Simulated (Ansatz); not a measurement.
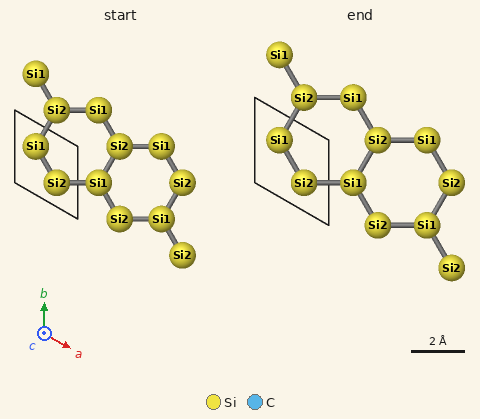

The structure of a crystal of SiC2 (a generated structure, set up in P6/mmm) (coarse preliminary run) before (left) and after (right) a relaxation, at one scale.

Style: ball-and-stick. Shown: the cell of the calculation, repeated 3 × 2 × 1 with one cell outlined, along the c axis.

Level of theory: DFT PBE, scalar-relativistic, plane waves, PAW (Ansatz 0.2.0). (plane-wave cutoff 420 eV; k-point mesh 6 × 6 × 2; occupations gaussian; smearing width 0.1 eV; no spin polarisation; cell and atoms relaxed; force threshold 0.04 eV/Å; at most 70 steps)

### Summarise the run.

Over 8 accepted moves (10 points after the start) the energy falls by 7.656 eV per cell of the calculation. Largest force component: 0.017 eV/Å at the start, 0.0018 eV/Å at the end. The pressure goes from 73.58 to −0.03 GPa. At 2 points the geometry stayed and the basis and grid were re-selected for the new cell (energy shift of 0.222 eV per cell of the calculation at most each time). The largest moves relative to the cell, 0.097 Å, are those of C atoms. Si stays in place. The drawn cell changes as follows: a = b 2.763 → 3.244 Å (+17.4 %), c 12.351 → 12.517 Å (+1.3 %); the volume changes by +39.7 %. Near-neighbour distances that change, for instance: Si–Si 2.763 → 3.244 Å, Si–Si 1.595 → 1.873 Å, C–C 1.595 → 1.873 Å. The space group stays P6/mmm (No. 191). The run took 11 s on 1 thread of Intel(R) Xeon(R) 6975P-C (Granite Rapids), on a shared host, peak memory 0.39 GiB.

Limits of the set-up: the k-point mesh is coarse for a cell with partly filled bands.
